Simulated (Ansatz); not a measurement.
# Calculations on CH6BCl

### Relaxation

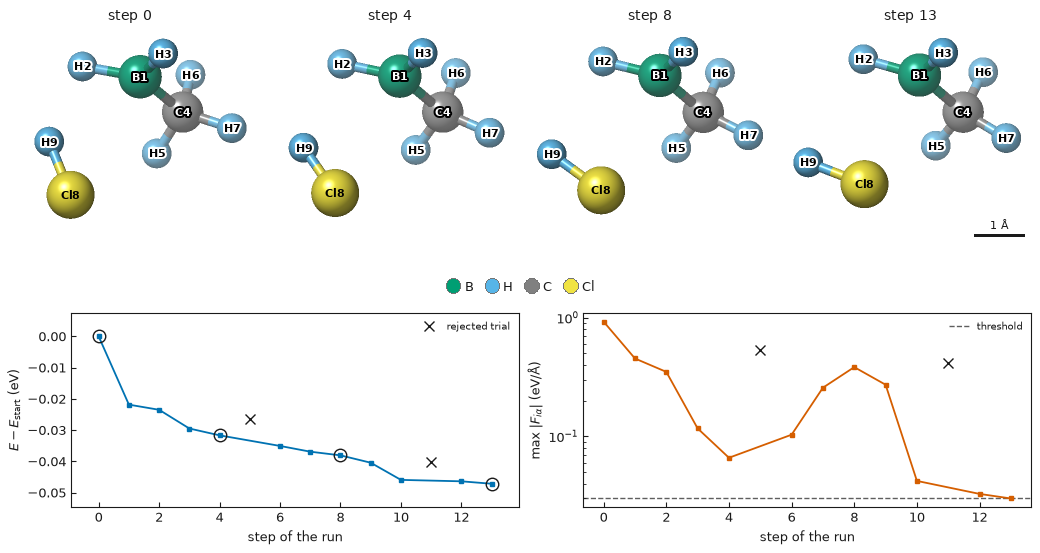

Frames of a relaxation of CH₆BCl, marked on the history of the run. A ball-and-stick model, seen from a free direction.

The run prepares an end point of a later path (reaction) calculation, from a guessed geometry.

Method: Ansatz, RKS B3LYP-D4/def2-SVP.

Input file:
```yaml
crystal:
  periodic: [false, false, false]
  atoms:
    - { symbol: B, position_ang: [-0.075998, 0.217708, 0.019229] }
    - { symbol: H, position_ang: [-0.132576, 0.305071, 1.21645] }
    - { symbol: H, position_ang: [1.011301, 0.364691, -0.484221] }
    - { symbol: C, position_ang: [-1.385247, 0.072769, -0.81006] }
    - { symbol: H, position_ang: [-2.115536, -0.609145, -0.346327] }
    - { symbol: H, position_ang: [-1.864159, 1.076155, -0.791508] }
    - { symbol: H, position_ang: [-1.237747, -0.19689, -1.865448] }
    - { symbol: Cl, position_ang: [0.328322, -2.6585, 0.982431] }
    - { symbol: H, position_ang: [0.12594, -1.495558, 1.608454] }
basis:
  gaussian: { orbitals: def2-SVP }
hamiltonian:
  xc: b3lyp
  dispersion: d4
relax:
  f_tol: 0.03
  max_steps: 50
output:
  orbitals: {}
```

Launched with:
```bash
ansatz run input.yaml --threads 2 --pin off --max-ram 3072MiB --backend cpu --events-out ev --progress --plain --runs-dir out
```

**What happens along the run?**

H9 moves most after the best rigid fit: 0.66 Å. Largest moves by element: H 0.66 Å, Cl 0.36 Å, B 0.07 Å, C 0.03 Å. Among the contacts that change: B1–Cl8 3.060 → 2.834 Å, Cl8–H9 1.336 → 1.290 Å, B1–H2 1.202 → 1.212 Å, B1–C4 1.557 → 1.563 Å. Over 11 accepted moves (13 points after the start) the energy falls by 0.047 eV. Largest force component: 0.93 eV/Å at the start, 0.03 eV/Å at the end. The line search rejected the trial steps at points 5, 11 of the run. Cost: 21 s on 2 threads of Arm Neoverse V1 (shared host), peak memory 0.14 GiB. From step 0 to 4: H9 moves most (0.19 Å), energy −0.032 eV. From step 4 to 8: H9 moves most (0.32 Å), energy −0.006 eV. From step 8 to 13: H9 moves most (0.18 Å), energy −0.009 eV.

```
step  E − E(0), eV  largest force component, eV/Å      note
   0        0.0000                         0.9253          
   1       -0.0218                         0.4532          
   2       -0.0235                         0.3495          
   3       -0.0295                         0.1167          
   4       -0.0316                         0.0661          
   5       -0.0264                         0.5383  rejected
   6       -0.0350                         0.1033          
   7       -0.0369                         0.2572          
   8       -0.0381                         0.3833          
   9       -0.0404                         0.2725          
  10       -0.0459                         0.0422          
  11       -0.0402                         0.4131  rejected
  12       -0.0464                         0.0328          
  13       -0.0471                         0.0300
```

### Relaxation

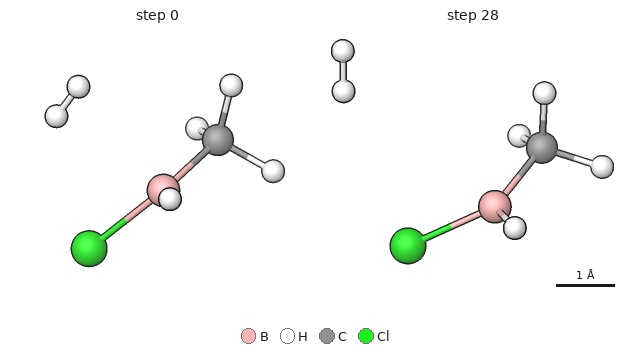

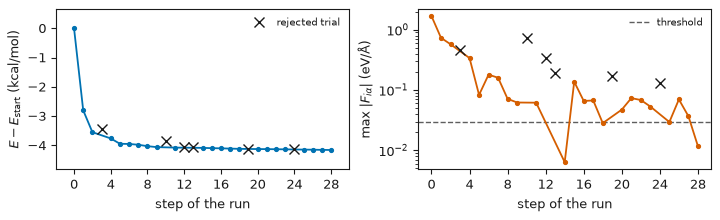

First and last geometry of a relaxation of CH₆BCl, with the history of the run. Style: ball-and-stick. Shown at a tilt.

The run prepares an end point of a later path (reaction) calculation, from a guessed geometry.

The calculation used Ansatz 0.2.0, RKS B3LYP-D4/def2-SVP. (no spin polarisation; force threshold 0.03 eV/Å; at most 50 steps)

What do the curves and the structures tell?

Answer. It converged. An H atom moves most after the best rigid fit: 1.08 Å. Largest moves by element: H 1.08 Å, B 0.41 Å, C 0.21 Å, Cl 0.16 Å. Near-neighbour distances that change, for instance: B–Cl 1.828 → 1.765 Å, H–H 0.720 → 0.761 Å, B–C 1.551 → 1.556 Å. Bond angles that change, for instance: B–C–H 111.2° → 108.3°, B–C–H 107.0° → 109.8°. Groups turn about B–C by about 20°. Over 22 accepted moves (28 points after the start) the energy falls by 4.16 kcal/mol. The largest force component goes from 1.7 to 0.012 eV/Å. The line search rejected the trial steps at points 3, 10, 12, 13, 19, 24 of the run. The forces were under the threshold at step 14, but the run went on from there.

```json
{"step": "0", "E − E(0), kcal/mol": "0.00", "largest force component, eV/Å": "1.6861", "note": ""}
{"step": "1", "E − E(0), kcal/mol": "-2.80", "largest force component, eV/Å": "0.7341", "note": ""}
{"step": "2", "E − E(0), kcal/mol": "-3.55", "largest force component, eV/Å": "0.5749", "note": ""}
{"step": "3", "E − E(0), kcal/mol": "-3.43", "largest force component, eV/Å": "0.4586", "note": "rejected"}
{"step": "4", "E − E(0), kcal/mol": "-3.77", "largest force component, eV/Å": "0.3389", "note": ""}
{"step": "5", "E − E(0), kcal/mol": "-3.95", "largest force component, eV/Å": "0.0830", "note": ""}
{"step": "6", "E − E(0), kcal/mol": "-3.95", "largest force component, eV/Å": "0.1798", "note": ""}
{"step": "7", "E − E(0), kcal/mol": "-3.98", "largest force component, eV/Å": "0.1599", "note": ""}
{"step": "8", "E − E(0), kcal/mol": "-4.03", "largest force component, eV/Å": "0.0713", "note": ""}
{"step": "9", "E − E(0), kcal/mol": "-4.06", "largest force component, eV/Å": "0.0621", "note": ""}
{"step": "10", "E − E(0), kcal/mol": "-3.84", "largest force component, eV/Å": "0.7302", "note": "rejected"}
{"step": "11", "E − E(0), kcal/mol": "-4.08", "largest force component, eV/Å": "0.0616", "note": ""}
{"step": "12", "E − E(0), kcal/mol": "-4.05", "largest force component, eV/Å": "0.3422", "note": "rejected"}
{"step": "13", "E − E(0), kcal/mol": "-4.05", "largest force component, eV/Å": "0.1926", "note": "rejected"}
{"step": "14", "E − E(0), kcal/mol": "-4.09", "largest force component, eV/Å": "0.0064", "note": ""}
{"step": "15", "E − E(0), kcal/mol": "-4.10", "largest force component, eV/Å": "0.1372", "note": ""}
{"step": "16", "E − E(0), kcal/mol": "-4.10", "largest force component, eV/Å": "0.0659", "note": ""}
{"step": "17", "E − E(0), kcal/mol": "-4.11", "largest force component, eV/Å": "0.0671", "note": ""}
{"step": "18", "E − E(0), kcal/mol": "-4.12", "largest force component, eV/Å": "0.0282", "note": ""}
{"step": "19", "E − E(0), kcal/mol": "-4.11", "largest force component, eV/Å": "0.1701", "note": "rejected"}
{"step": "20", "E − E(0), kcal/mol": "-4.13", "largest force component, eV/Å": "0.0473", "note": ""}
{"step": "21", "E − E(0), kcal/mol": "-4.13", "largest force component, eV/Å": "0.0734", "note": ""}
{"step": "22", "E − E(0), kcal/mol": "-4.13", "largest force component, eV/Å": "0.0683", "note": ""}
{"step": "23", "E − E(0), kcal/mol": "-4.14", "largest force component, eV/Å": "0.0532", "note": ""}
{"step": "24", "E − E(0), kcal/mol": "-4.13", "largest force component, eV/Å": "0.1328", "note": "rejected"}
{"step": "25", "E − E(0), kcal/mol": "-4.15", "largest force component, eV/Å": "0.0295", "note": ""}
{"step": "26", "E − E(0), kcal/mol": "-4.15", "largest force component, eV/Å": "0.0698", "note": ""}
{"step": "27", "E − E(0), kcal/mol": "-4.16", "largest force component, eV/Å": "0.0368", "note": ""}
{"step": "28", "E − E(0), kcal/mol": "-4.16", "largest force component, eV/Å": "0.0117", "note": ""}
```

Limits of the set-up: the start holds two separate molecules, 2.3 Å apart at their closest, whose relative position is a soft coordinate.

### Path

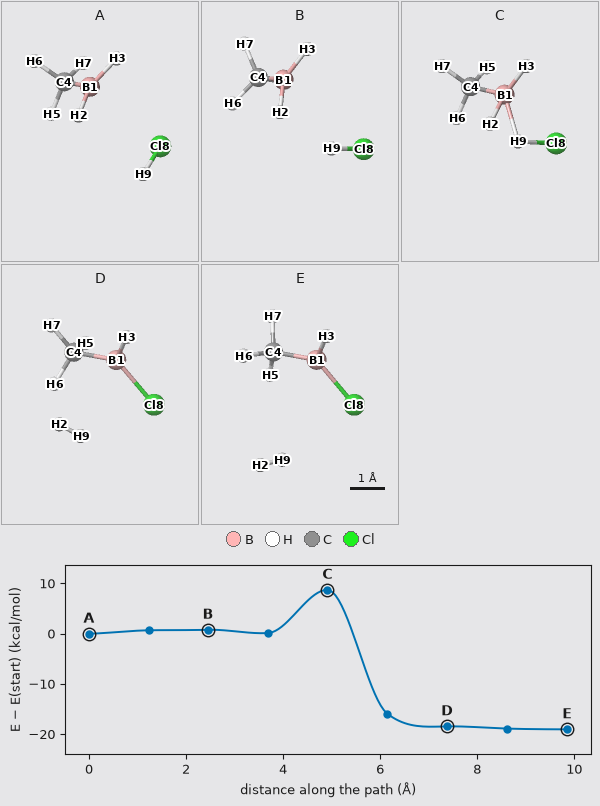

A nudged-elastic-band calculation for CH$_{6}$BCl, made up at the start of CH₅B and HCl. Images are numbered from 0 (start) to 8 (end). Frames A to E are images 0, 2, 4, 6, 8. The picture is a ball-and-stick view, seen from a free direction.

Level of theory: RKS B3LYP-D4/def2-SVP (Ansatz 0.2.0). Settings: 7 movable images; climbing image; force threshold 0.05 eV/Å; iteration limit 60; starting path through a guess of the saddle point.

Q: What happens along the path, and what is the barrier?

A: The highest point, image 4, lies 8.7 kcal/mol above the start and 27.8 kcal/mol above the end; the end is at −19.0 kcal/mol relative to the start. The path has more than one stage, and so few images may leave a stage unresolved. Breaking: B1–H2 (1.21 → 1.30 at the top → 3.85 Å), Cl8–H9 (1.29 → 1.52 at the top → 3.07 Å). Forming: B1–Cl8 (2.83 → 2.19 at the top → 1.77 Å), H2–H9 (2.68 → 1.09 at the top → 0.76 Å). The band converged in 23 iterations. The largest component of the band force went from 4.1 to 0.032 eV/Å. The climbing image converged on the top of the path. Its vibrational analysis gives one imaginary mode (740i cm⁻¹), as a transition state must have.

Limits of the set-up: the start holds two separate molecules, 2.7 Å apart at their closest, whose relative position is a soft coordinate.
